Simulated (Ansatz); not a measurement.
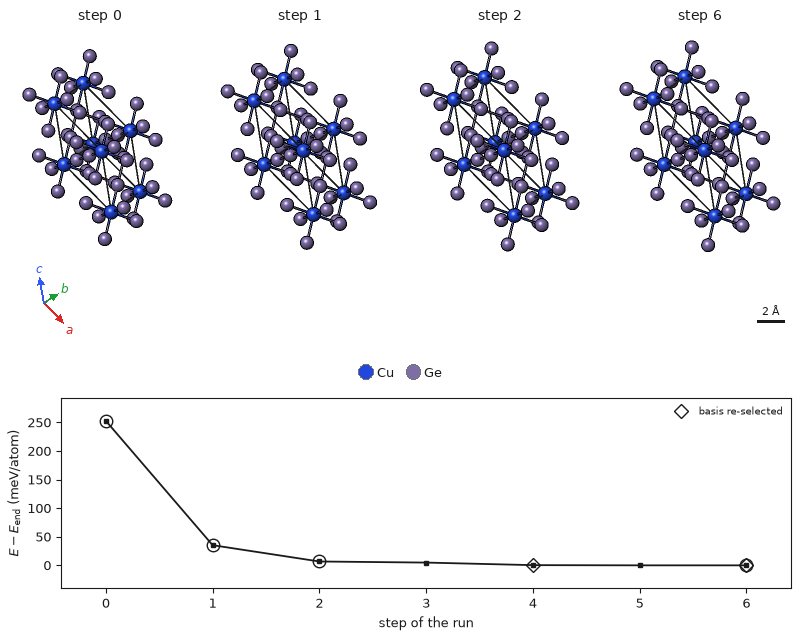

Frames of a relaxation of solid CuGe₆ (a generated structure, set up in Im-3m) (coarse preliminary run), marked on the history of the run. A ball-and-stick model of the cell of the calculation, seen slightly off an axis.

All numbers below come from DFT PBE, scalar-relativistic, plane waves, PAW (Ansatz 0.2.0).

Input
```yaml
crystal:
  lattice:
    - [-3.28037107, 3.28037107, 3.28037107]
    - [3.28037107, -3.28037107, 3.28037107]
    - [3.28037107, 3.28037107, -3.28037107]
  atoms:
    - { symbol: Cu, position: [0.0, 0.0, 0.0] }
    - { symbol: Ge, position: [0.0, 0.66741871, 0.66741871] }
    - { symbol: Ge, position: [0.0, 0.33258129, 0.33258129] }
    - { symbol: Ge, position: [0.66741871, 0.0, 0.66741871] }
    - { symbol: Ge, position: [0.33258129, 0.0, 0.33258129] }
    - { symbol: Ge, position: [0.66741871, 0.66741871, 0.0] }
    - { symbol: Ge, position: [0.33258129, 0.33258129, 0.0] }
basis:
  ecutwfc: 420
kpoints:
  mp_grid: { grid: [4, 4, 4] }
hamiltonian:
  xc: pbe
scf:
  occupations: { method: gaussian, width: 0.1 }
  lower_state_search: "off"
output:
  forces: true
  stress: true
  eigenvalues: true
relax:
  adjacent_minimum: "off"
  f_tol: 0.04
  max_steps: 70
  cell: { stress_tol: 0.4 }
```

Launched with:
```bash
ansatz run input.yaml --threads 1 --pin off --max-ram 2048MiB --backend cpu --events-out ev --progress --plain --runs-dir out
```

**Describe the path.**

The largest moves relative to the cell, 0.008 Å, are those of Ge2, Ge3, Ge4, Ge5, Ge6 and Ge7. Ge4 goes along [−1 0 −1]. Cu stays in place. The drawn cell changes as follows: a = b = c 5.682 → 6.138 Å (+8.0 %); the volume changes by +26.0 %. Near-neighbour distances that change, for instance: Cu1–Ge2 2.182 → 2.365 Å, Ge2–Ge3 2.197 → 2.357 Å. The space group stays Im-3m (No. 229). After 4 accepted moves (6 points after the start) the energy has fallen by 253 meV per atom. The largest force component goes from 0.14 to 0.003 eV/Å. Pressure: 18.79 GPa at the start and 0.06 GPa at the end. The SCF was repeated twice at an unchanged geometry on a basis and grid sized afresh for the cell, which shifted the energy by 4.5 meV per atom at most. The run took 45 s on 1 thread of Arm Neoverse V1 (shared host), peak memory 0.47 GiB. From step 0 to 1: volume +15.3 %, energy −218 meV per atom. From step 1 to 2: volume +6.3 %, energy −28.6 meV per atom. From step 2 to 6: volume +2.8 %, energy −6.8 meV per atom.

```json
{"step": "0", "E − E(0), meV/atom": "0.00", "largest force component, eV/Å": "0.1365", "pressure, GPa": "18.79", "volume, Å³/atom": "20.171", "note": ""}
{"step": "1", "E − E(0), meV/atom": "-217.53", "largest force component, eV/Å": "0.1491", "pressure, GPa": "5.23", "volume, Å³/atom": "23.267", "note": ""}
{"step": "2", "E − E(0), meV/atom": "-246.09", "largest force component, eV/Å": "0.0732", "pressure, GPa": "1.20", "volume, Å³/atom": "24.729", "note": ""}
{"step": "3", "E − E(0), meV/atom": "-247.98", "largest force component, eV/Å": "0.0298", "pressure, GPa": "0.10", "volume, Å³/atom": "25.204", "note": ""}
{"step": "4", "E − E(0), meV/atom": "-252.46", "largest force component, eV/Å": "0.0287", "pressure, GPa": "0.49", "volume, Å³/atom": "25.204", "note": "same geometry, new basis"}
{"step": "5", "E − E(0), meV/atom": "-252.82", "largest force component, eV/Å": "0.0030", "pressure, GPa": "0.07", "volume, Å³/atom": "25.425", "note": ""}
{"step": "6", "E − E(0), meV/atom": "-252.84", "largest force component, eV/Å": "0.0030", "pressure, GPa": "0.06", "volume, Å³/atom": "25.425", "note": "same geometry, new basis"}
```
